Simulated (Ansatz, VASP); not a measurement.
# SnO2 (Cassiterite) in two plane-wave programs, part 3 of 3

Wanted: the spread between two codes on one cell, functional and k mesh.  Valence electrons are named where the data sets of a main pair hold unlike numbers.

VASP 6.6.1 and Ansatz 0.2.0.

So far. Step 3 (VASP: band structure, r2SCAN): At this level the cell is under a pressure of 4.4 GPa, so at these settings it is away from equilibrium. Step 6 (VASP: band structure, BLYP): At this level the cell is under a pressure of 17.8 GPa, so at these settings it is away from equilibrium.

## 11. VASP: band structure, B3LYP with an exact-exchange share of 0.2

Level of this step: B3LYP; plane waves and PAW (Sn_d, O) (VASP).

The same cell, functional (in two slightly different forms), mesh and smearing now go to VASP, with its own data sets.

The run reads the wave functions of an earlier VASP run, which isn't shown here.

The input, INCAR:

```
SYSTEM = SnO2
PREC = Accurate
ENCUT = 520
EDIFF = 1E-06
NELM = 100
ISMEAR = 0
SIGMA = 0.02
LREAL = .FALSE.
ALGO = Normal
LHFCALC = .TRUE.
AEXX = 0.2
GGA = B3
AGGAX = 0.72
AGGAC = 0.81
ALDAC = 0.19
LASPH = .TRUE.
NBANDS = 32
PRECFOCK = Fast
HFRCUT = -1
LORBIT = 11
LWAVE = .FALSE.
LCHARG = .FALSE.
KPAR = 4
```

The input, POSCAR:

```
SnO2
1.0
    4.7380000000      0.0000000000      0.0000000000
    0.0000000000      4.7380000000      0.0000000000
    0.0000000000      0.0000000000      3.1865000000
Sn O
2 4
Direct
    0.0000000000      0.0000000000      0.0000000000
    0.5000000000      0.5000000000      0.5000000000
    0.3071000000      0.3071000000      0.0000000000
    0.1929000000      0.8071000000      0.5000000000
    0.6929000000      0.6929000000      0.0000000000
    0.8071000000      0.1929000000      0.5000000000
```

The input, KPOINTS:

```
Automatic mesh
0
Gamma
3 3 4
0 0 0
```

The input, KPOINTS_OPT:

```
Line mode
6
Line-mode
Reciprocal
  0.00000000   0.00000000   0.00000000 GAMMA
  0.00000000   0.50000000   0.00000000 X

  0.00000000   0.50000000   0.00000000 X
  0.50000000   0.50000000   0.00000000 M

  0.50000000   0.50000000   0.00000000 M
  0.00000000   0.00000000   0.00000000 GAMMA

  0.00000000   0.00000000   0.00000000 GAMMA
  0.00000000   0.00000000   0.50000000 Z

  0.00000000   0.00000000   0.50000000 Z
  0.00000000   0.50000000   0.50000000 R

  0.00000000   0.50000000   0.50000000 R
  0.50000000   0.50000000   0.50000000 A

  0.50000000   0.50000000   0.50000000 A
  0.00000000   0.00000000   0.50000000 Z

  0.00000000   0.50000000   0.00000000 X
  0.00000000   0.50000000   0.50000000 R

  0.50000000   0.50000000   0.00000000 M
  0.50000000   0.50000000   0.50000000 A
```

Potentials, in the order of the species: Sn_d and O (PBE family, release 64).

The run is started by

```
$ mpirun -np 8 vasp_std
```

Numbers of over 12 decimals in the logs are rounded to 6 here.

Output:

```text
[banner, memory and clock lines left out]
running    8 mpi-ranks, on    1 nodes
[...]
|                                                                             |
|           W    W    AA    RRRRR   N    N  II  N    N   GGGG   !!!           |
|           W    W   A  A   R    R  NN   N  II  NN   N  G    G  !!!           |
|           W    W  A    A  R    R  N N  N  II  N N  N  G       !!!           |
|           W WW W  AAAAAA  RRRRR   N  N N  II  N  N N  G  GGG   !            |
|           WW  WW  A    A  R   R   N   NN  II  N   NN  G    G                |
|           W    W  A    A  R    R  N    N  II  N    N   GGGG   !!!           |
|                                                                             |
|     For optimal performance we recommend to set                             |
|       NCORE = 2 up to number-of-cores-per-socket                            |
|     NCORE specifies how many cores store one orbital (NPAR=cpu/NCORE).      |
|     This setting can greatly improve the performance of VASP for DFT.       |
[...]
DAV:   9    -0.458375389310E+02    0.10534E-06   -0.19074E-06   480   0.134E-02
   1 F= -.45837539E+02 E0= -.45837539E+02  d E =-.436923E-26
 Start KPOINTS_OPT (optional k-point list driver)
k-point batch [1-9\54]
       N       E                     dE             ncg
DAV:   1     0.350338482093E+04   -0.17398E+04      624
DAV:   2    -0.231232422568E+04   -0.58157E+04      632
DAV:   3    -0.332423277178E+04   -0.10119E+04      640
DAV:   4    -0.338585111800E+04   -0.61618E+02      696
[...]
DAV:   8    -0.338778709343E+04   -0.55450E-04      704
DAV:   9    -0.338778709518E+04   -0.17474E-05      488
DAV:  10    -0.338778709534E+04   -0.16836E-06      488
[...]
k-point batch [46-54\54]
       N       E                     dE             ncg
DAV:   1     0.317978791031E+04   -0.12290E+05      656
DAV:   2    -0.244906275029E+04   -0.56289E+04      648
DAV:   3    -0.340497747921E+04   -0.95591E+03      664
DAV:   4    -0.345850526496E+04   -0.53528E+02      688
DAV:   5    -0.346026956636E+04   -0.17643E+01      760
DAV:   6    -0.346033270457E+04   -0.63138E-01      824
DAV:   7    -0.346033503289E+04   -0.23283E-02      840
DAV:   8    -0.346033507311E+04   -0.40222E-04      792
DAV:   9    -0.346033507352E+04   -0.40662E-06      496
```

Parts of OUTCAR (step 11):

```text
 POSITION                                       TOTAL-FORCE (eV/Angst)
 -----------------------------------------------------------------------------------
      0.00000      0.00000      0.00000        -0.000000     -0.000000     -0.000000
      2.36900      2.36900      1.59325        -0.000000     -0.000000     -0.000000
      1.45504      1.45504      0.00000        -0.202675     -0.202675     -0.000000
      0.91396      3.82404      1.59325         0.202675     -0.202675     -0.000000
      3.28296      3.28296      0.00000         0.202675      0.202675      0.000000
      3.82404      0.91396      1.59325        -0.202675      0.202675      0.000000
 -----------------------------------------------------------------------------------
    total drift:                                0.000006     -0.000001      0.000004

  FREE ENERGIE OF THE ION-ELECTRON SYSTEM (eV)
  ---------------------------------------------------
  free  energy   TOTEN  =       -45.8375389310 eV

  energy  without entropy=      -45.8375389310  energy(sigma->0) =      -45.83753893

[... 1 part as in an earlier step ...]

[... 2 further parts left out ...]
[key lines of the parts left out:]
E-fermi :   5.0031
```

The k-mesh is coarse for unscreened exact exchange, which converges slowly with it.

## 12. Differences

What differs besides the data sets and the points named for the pairs above, as far as they apply: exact exchange at q = 0 is treated differently, which shows on coarse meshes; VASP takes a coarser grid for exact exchange (PRECFOCK = Fast). Total energies have different zeros and are not compared.

Both answers:

| quantity | Ansatz | VASP | difference |
| --- | --- | --- | --- |
| gap over the path points (eV) | 3.300 | 3.343 | -0.042 |

Forces (eV/Å; atoms numbered as in POSCAR):

| atom | Ansatz x, y, z | VASP x, y, z |
| --- | --- | --- |
| Sn1 | 0.000, 0.000, 0.000 | 0.000, 0.000, 0.000 |
| Sn2 | 0.000, 0.000, 0.000 | 0.000, 0.000, 0.000 |
| O3 | -0.181, -0.181, 0.000 | -0.203, -0.203, 0.000 |
| O4 | 0.181, -0.181, 0.000 | 0.203, -0.203, 0.000 |
| O5 | 0.181, 0.181, 0.000 | 0.203, 0.203, 0.000 |
| O6 | -0.181, 0.181, 0.000 | -0.203, 0.203, 0.000 |

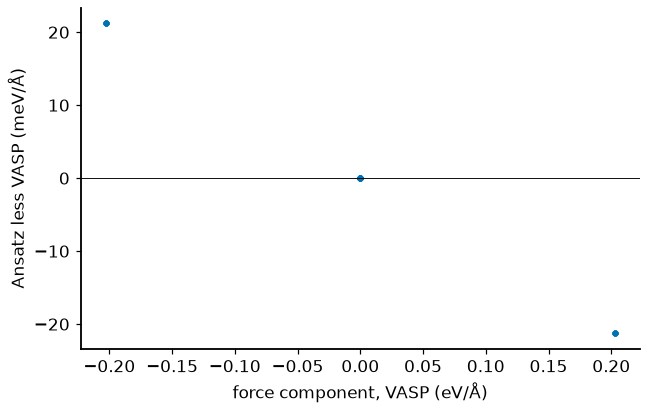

Difference of the force components against their size.

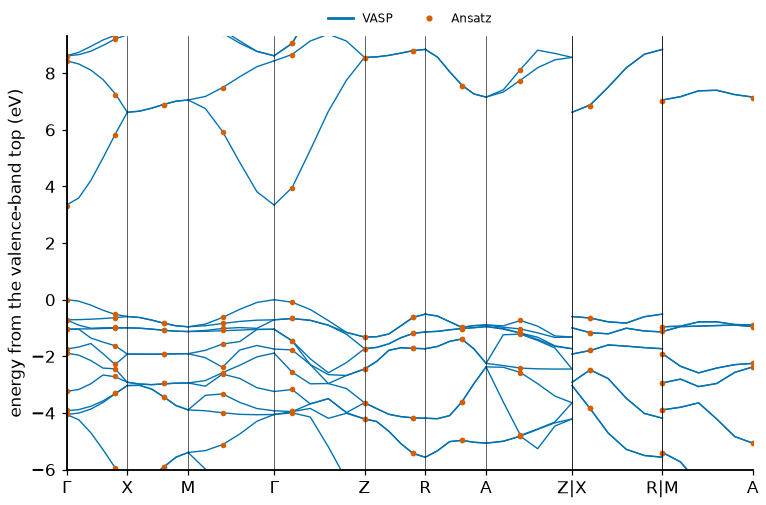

Bands from VASP (lines) and levels from Ansatz (dots). Dots without a line are higher empty bands that the VASP plot leaves out.

Levels at points of the path, from each program's valence-band top (eV; 4 filled, then empty):

| k (reciprocal lattice) | Ansatz | VASP |
| --- | --- | --- |
| 0.000 0.000 0.000 | -1.03 -0.71 -0.71 0.00 3.30 8.41 8.61 | -1.04 -0.71 -0.71 0.00 3.34 8.44 8.61 |
| 0.000 0.400 0.000 | -0.99 -0.97 -0.63 -0.52 5.80 7.24 9.20 | -1.00 -0.99 -0.64 -0.52 5.84 7.28 9.21 |
| 0.300 0.500 0.000 | -1.06 -1.06 -0.83 -0.83 6.87 6.87 9.65 | -1.08 -1.08 -0.83 -0.83 6.90 6.90 9.66 |
| 0.300 0.300 0.000 | -1.08 -1.00 -0.84 -0.63 5.91 7.46 9.40 | -1.10 -1.02 -0.84 -0.63 5.94 7.49 9.42 |
| 0.000 0.000 0.100 | -1.45 -0.66 -0.66 -0.09 3.93 8.65 9.05 | -1.46 -0.67 -0.67 -0.09 3.96 8.66 9.05 |
| 0.000 0.000 0.500 | -1.73 -1.73 -1.31 -1.31 8.53 8.53 12.22 | -1.73 -1.73 -1.32 -1.32 8.56 8.56 12.23 |
| 0.000 0.400 0.500 | -1.19 -1.19 -0.62 -0.62 8.77 8.77 10.59 | -1.19 -1.19 -0.62 -0.62 8.80 8.80 10.60 |
| 0.300 0.500 0.500 | -1.02 -1.02 -0.97 -0.97 7.56 7.56 11.15 | -1.02 -1.02 -0.97 -0.97 7.58 7.58 11.16 |
| 0.300 0.300 0.500 | -1.18 -1.18 -1.03 -0.73 7.73 8.11 10.58 | -1.18 -1.18 -1.03 -0.73 7.75 8.13 10.59 |
| 0.000 0.500 0.100 | -1.16 -1.16 -0.64 -0.64 6.85 6.85 9.74 | -1.17 -1.17 -0.65 -0.65 6.88 6.88 9.74 |

The forces differ by 14 meV/Å r.m.s., which is 10.5 % of the r.m.s. force of 0.135 eV/Å (both taken over all components). Among the levels compared at these points, filled levels agree within 20 meV and empty ones within 42 meV.

## 13. Other set-ups

Further runs change the set-up of one program: Ansatz's method, potentials or start, or VASP's data sets, cutoff or form of LDA. The table gives Ansatz less VASP for each quantity, since a change that brings one quantity closer may part another.

| run | r.m.s. force difference (meV/Å) | gap over the path points (eV) |
| --- | --- | --- |
| as above | 14 | -0.042 |
| cores kept as stored | 14 | -0.041 |
| Ansatz's larger PAW set (cutoff 900 eV) | 14 | -0.035 |
| norm-conserving potentials (cutoff 1240 eV) | 13 | -0.066 |

## 14. What came out

| Property | Result |
| --- | --- |
| r.m.s. force difference (band structure, r2SCAN) | 16 meV/Å |
| difference in pressure (band structure, r2SCAN) | -1.1 GPa |
| r.m.s. force difference (band structure, BLYP) | 13 meV/Å |
| difference in pressure (band structure, BLYP) | -1.2 GPa |
| r.m.s. force difference (band structure, B3LYP with an exact-exchange share of 0.2) | 14 meV/Å |
| difference in gap over the path points (band structure, B3LYP with an exact-exchange share of 0.2) | -0.042 eV |

The r.m.s. force difference is 16 meV/Å (band structure, r2SCAN), beyond the 12 meV/Å picked in this series as the mark of a large difference. By the marks of this series, far apart in the band structure, r2SCAN pair: the r.m.s. force difference, 16 meV/Å and the difference in pressure, -1.1 GPa. Band structure, r2SCAN, norm-conserving potentials (cutoff 1290 eV): the difference in gap over the path points goes from -0.028 to -0.055 eV. By the marks of this series, far apart in the band structure, BLYP pair: the r.m.s. force difference, 13 meV/Å and the difference in pressure, -1.2 GPa. Band structure, BLYP, Ansatz's larger PAW set (cutoff 900 eV): the difference in pressure without Ansatz's Pulay correction goes from -2.3 to -1.1 GPa. Band structure, BLYP, norm-conserving potentials (cutoff 1240 eV): r.m.s. force difference goes from 13 to 9.2 meV/Å; the difference in pressure goes from -1.2 to -0.35 GPa; the difference in gap over the path points goes from -0.033 to -0.091 eV; the difference in pressure without Ansatz's Pulay correction goes from -2.3 to -0.42 GPa. 1 further run of this series is not shown here. How closely two codes agree says nothing of how well the functional describes the real material.

[Lines on the potential files, build, host, timing and source positions are cut from VASP's logs without a mark.]

[Logs are printed without paths, hosts, clocks, repeated set-up lines and the standing remarks that a program may print on its own settings, such as how far it seeks lower states.]

[Hosts, paths, dates, database ids (printed as entryN), source tags and the programs' standing remarks are cut or masked in the printed files.]
